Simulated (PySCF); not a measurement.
# CH2Br2, SMILES `BrCBr`: electronic structure

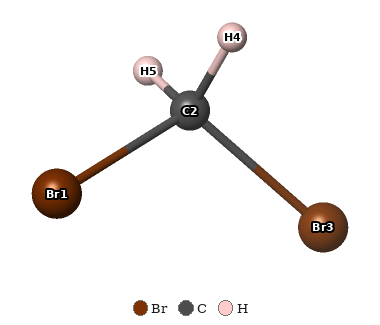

The molecule, with its atoms numbered as below. No frequency check shows the geometry to be a minimum.

Cartesian coordinates (Å):

```
Br1      1.6106    0.1264    0.0000
C2       0.0000   -0.9535    0.0000
Br3     -1.6106    0.1264    0.0000
H4      -0.0001   -1.5630    0.9008
H5       0.0001   -1.5630   -0.9008
```

Part 1: Bonding charge

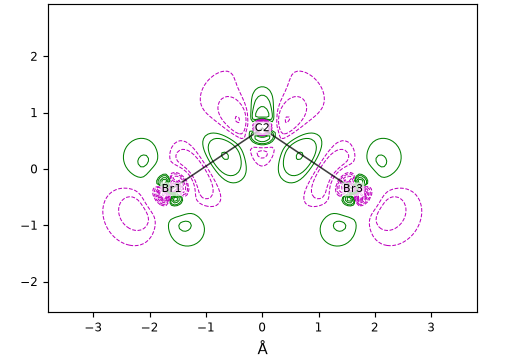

Deformation density (molecule less spherical, spin-averaged free atoms) in the plane of Br1, C2 and Br3; contours at ±0.05 to ±0.8 e/Å³; solid green lines: gain, dashed magenta lines: loss.

Computed with PySCF, ωB97X/def2-TZVP, geometry: GFN2-xTB.

Describe the bonding that the map shows.

Answer. Br1–C2 and C2–Br3: +0.20 e/Å³ at the bond critical point (bond length 1.94 Å, Mayer order 1.1). In all, 1.2 electrons gather in the regions of gain relative to the promolecule.

Where do the Hirshfeld charges lie?

Answer. The highest Hirshfeld charge is on H4 and H5 (+0.06 e), the lowest on C2 (−0.06 e).

Part 2: Electrostatic potential

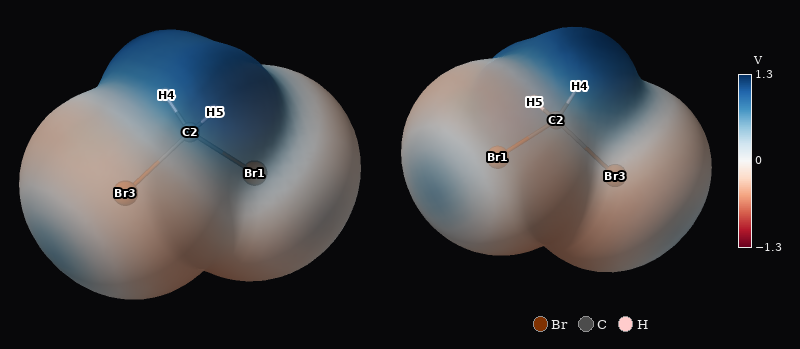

Electrostatic potential on the surface of electron density 0.001 a.u. (back view left, front view right).

Where are the extremes of the potential on the surface?

Answer. Highest: 1.26 V, 1.3 Å from H4, and at like points elsewhere. Further maxima include 0.62 V, 2.0 Å from Br1, and at like points elsewhere. Lowest: −0.52 V, 2.3 Å from Br3. The surface is sampled at points, so like sites can differ by a few per cent and only the strongest of them is named.

Does Br1 carry a σ-hole?

Answer. Yes: a local maximum of +0.62 V lies on the extension of the C2–Br1 bond.

What volume does the surface enclose, and what is the dipole moment?

Answer. About 101 Å³; the dipole moment is 1.6 D.

Part 3: In an electric field

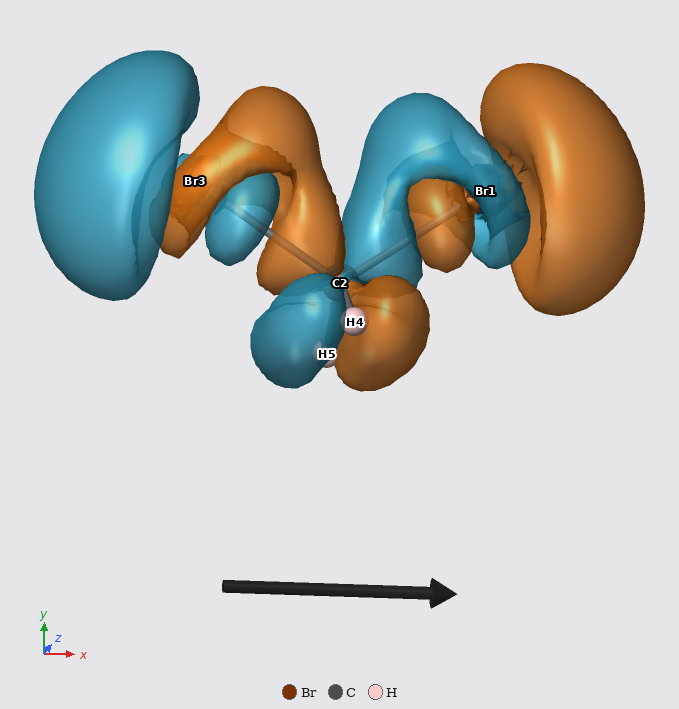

Change of the electron density in a uniform field of 0.21 V/Å along +x (arrow), surfaces at ±0.0015 e/Å³ (light blue: gain, orange: loss).

Computed with PySCF, ωB97X/def2-TZVP, geometry: GFN2-xTB. A basis without diffuse functions makes polarisabilities too small.

How large is the response?

Answer. The induced dipole is 0.70 D (along the field); α along this axis, from the fields in both directions, is 69 bohr³ (10.2 Å³).

Which atoms gain and lose the most charge?

Answer. Electrons gather most on Br3 (Hirshfeld charge changes by −0.025 e) and leave Br1 most (+0.025 e); 0.054 electrons are displaced in all.

Part 4: Removing or adding an electron

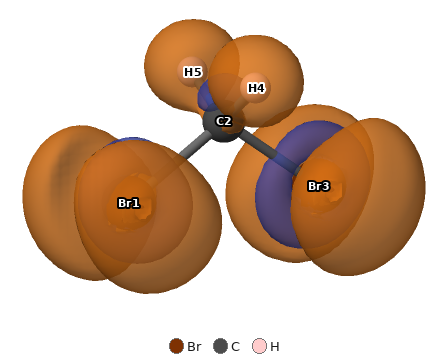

Fukui function f⁻ = ρ(N) − ρ(N−1) at fixed geometry, surfaces at ±0.015 e/Å³ (orange positive, blue negative).

On which atoms does the density change most on removal of an electron?

Answer. f⁻ (Hirshfeld-condensed) is largest on Br1 and Br3 (0.41 each); the vertical ionisation energy is 10.81 eV (the stability of the cation's solution wasn't checked). Condensed values hint at sites of electrophilic attack but needn't mark the atom that reacts. Orbital relaxation makes it negative in places (0.09 e in all).

| atom | f⁻ | charge |
| --- | --- | --- |
| Br1 | +0.41 | −0.03 |
| C2 | +0.06 | −0.06 |
| Br3 | +0.41 | −0.03 |
| H4 | +0.06 | +0.06 |
| H5 | +0.06 | +0.06 |
